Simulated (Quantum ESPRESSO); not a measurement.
Converging the k-point mesh: SbPb (Fm-3m, 2 atoms in the cell)

```
CELL_PARAMETERS angstrom
     -3.15176     0.00000     3.15176
      0.00000     3.15176     3.15176
     -3.15176     3.15176     0.00000
ATOMIC_POSITIONS crystal
  Sb 0.50000 0.50000 0.50000
  Pb 0.00000 0.00000 0.00000
```

Method: LDA (PW92), PseudoDojo standard norm-conserving (LDA) pseudopotentials (plane waves; Quantum ESPRESSO 7.5).

Base settings: ecutwfc = 85 Ry; occupations = smearing; smearing = gauss; degauss = 0.0073499 Ry; potentials = {Sb: Sb.upf, Pb: Pb.upf}; K_POINTS = automatic 5 5 5 0 0 0; conv_thr = 1e-10 Ry; mixing_beta = 0.3.

The second cell is the first with its lattice scaled by 0.98.

Only quantities that move along the ladder and can be compared are tabulated.

The count of work is k-points × plane waves × bands × iterations; it is no time. 

The starting cell comes from a database of computed structures (which also holds hypothetical and non-ambient phases and stackings), without a prior relaxation at this level. Its lattice was rescaled by up to half a per cent.

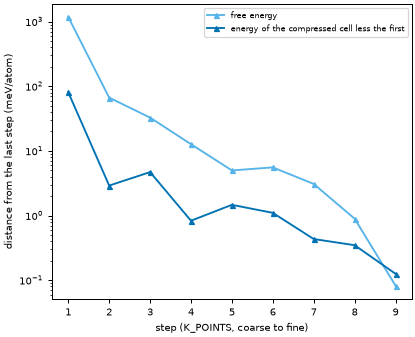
*Distance from the last step along the ladder; very small values are drawn at a floor.*

| K_POINTS | free energy less the last step's (meV/atom) | energy of the compressed cell less the first (meV/atom) | pressure (GPa) | count of work / last |
|---|---|---|---|---|
| automatic 2 2 2 0 0 0 | 1178.56 | 69.77 | 4.04 | 0.017 |
| automatic 3 3 3 0 0 0 | 66.73 | -8.04 | -2.19 | 0.020 |
| automatic 4 4 4 0 0 0 | 32.78 | -15.65 | -2.76 | 0.041 |
| automatic 5 5 5 0 0 0 | 12.71 | -10.11 | -2.25 | 0.051 |
| automatic 7 7 7 0 0 0 | 4.99 | -9.48 | -2.28 | 0.10 |
| automatic 9 9 9 0 0 0 | 5.57 | -9.85 | -2.29 | 0.18 |
| automatic 11 11 11 0 0 0 | 3.09 | -10.51 | -2.33 | 0.29 |
| automatic 13 13 13 0 0 0 | 0.90 | -10.60 | -2.36 | 0.43 |
| automatic 14 14 14 0 0 0 | -0.08 | -11.07 | -2.40 | 0.53 |
| automatic 18 18 18 0 0 0 | 0.00 | -10.95 | -2.38 | 1.0 |

Coarsest K_POINTS that holds the free energy within 0.5 meV/atom of the last step, with all finer ones: automatic 14 14 14 0 0 0; the step before is off by 0.90 meV/atom.

Coarsest K_POINTS that holds the energy of the compressed cell less the first within 0.5 meV/atom of the last step, with all finer ones: automatic 11 11 11 0 0 0, at 0.29 of the last step's count of work; the step before is off by 1.1 meV/atom.

Coarsest K_POINTS that holds the pressure within 1 GPa of the last step, with all finer ones: automatic 3 3 3 0 0 0, at 0.020 of the last step's count of work; the step before is off by 6.4 GPa.

The energy difference between the two cells stays within 1 meV/atom of the last step's from automatic 11 11 11 0 0 0 on, the total only from automatic 13 13 13 0 0 0 on: much of the error is common to both cells and cancels.

Two neighbours can agree and both be off: automatic 7 7 7 0 0 0 and automatic 9 9 9 0 0 0 differ by 0.57 meV/atom in the free energy, yet lie about 5.6 meV/atom from the last step.
